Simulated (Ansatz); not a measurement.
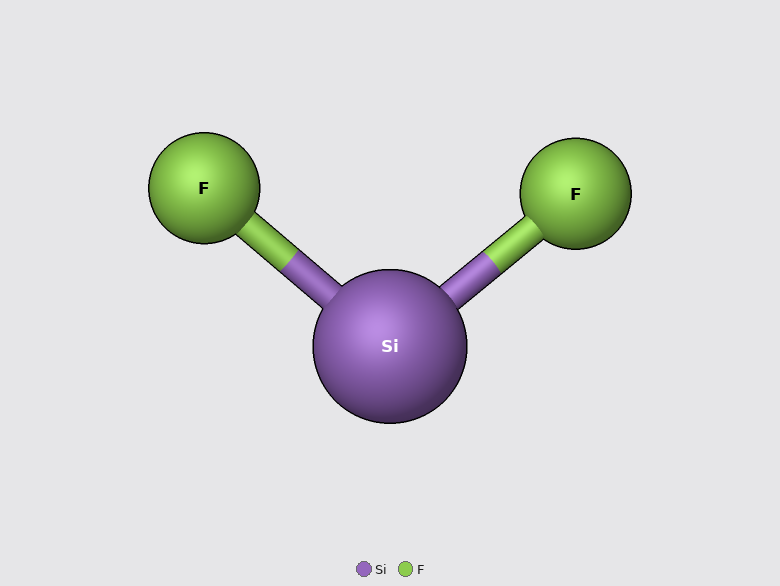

Ball-and-stick drawing of a structure. Every bond is drawn as one stick, whatever its order.

The computed structure is the end point of a PBE0-D4/def2-TZVP optimisation.

Describe the molecule.

Formula SiF2. This geometry has C2v symmetry. Coordination: 1 Si bent.

More results for the same structure follow; atom numbers are the same in all pictures, views and colours differ.

## Electronic properties

Method: RKS PBE0-D4/def2-TZVPP (Ansatz 0.2.0).

What does the calculation give?

- HOMO energy (Kohn–Sham orbital): −8.30 eV
- LUMO energy (Kohn–Sham orbital): −2.13 eV
- HOMO–LUMO gap: 6.18 eV

## Dipole moment

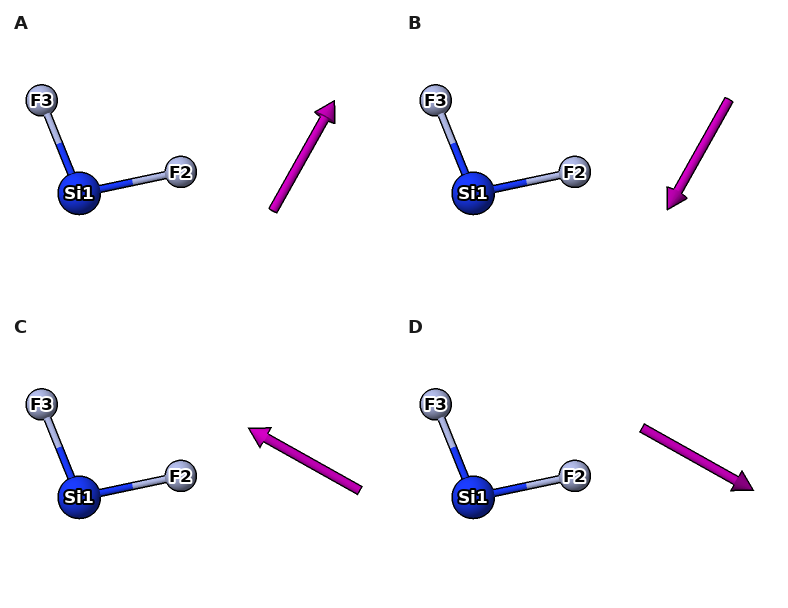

The same molecule four times, each with an arrow. Properties computed with RKS PBE0-D4/def2-TZVP (Ansatz 0.2.0).

> Which arrow points along the dipole moment, from the negative to the positive end?

B. The dipole moment is 1.09 D; it points from the side of F2, F3 to the side of Si1 (the outermost atoms at the two ends).

## Charges

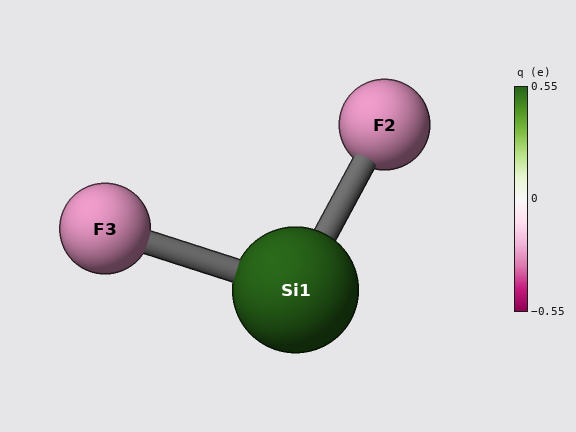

Atoms are coloured by their Mulliken charges. Method: RKS PBE0-D4/def2-TZVP (Ansatz 0.2.0).

Give the Mulliken charges atom by atom.

```
atom  value (e)
 Si1       0.54
  F2      −0.27
  F3      −0.27
```

Mulliken values depend strongly on the basis set and can even reverse the polarity of a bond.
